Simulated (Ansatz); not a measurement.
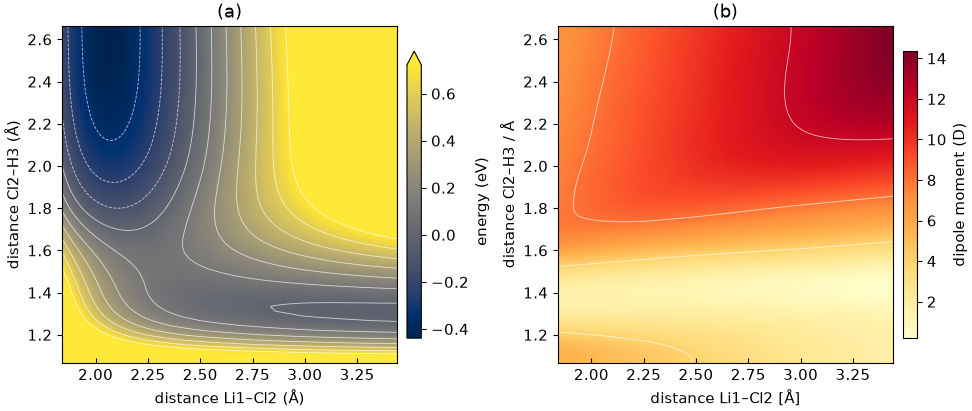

The system Li + ClH, spin multiplicity 2. The first coordinate is: distance Li1–Cl2; the second: distance Cl2–H3. Nothing is relaxed (the angle Li1–Cl2–H3 is fixed at 180 degrees). The scan uses a 10 × 10 grid. Points are written as (first, second). Energies are in eV, from Li far from the relaxed ClH (each part in its own basis). All numbers below come from UKS r2SCAN-D4/def2-SVPD (Ansatz).

Panel (a) is the energy and panel (b) the computed dipole moment on the same grid.

The picture shows a smooth colour map with a few white contour lines, one colour for all values above the top of the scale. Between grid points the surface is interpolated.

Q: How does the dipole moment vary over the map, and what is it at the lowest grid point?

A: Leaving out the highest fifth of the energies, it runs from 0.2 D at (3.440 Å, 1.448 Å) to 12.3 D at (2.994 Å, 2.437 Å). At the lowest grid point, (2.066 Å, 2.664 Å), it is 7.8 D. That point lies on the edge of the scan.
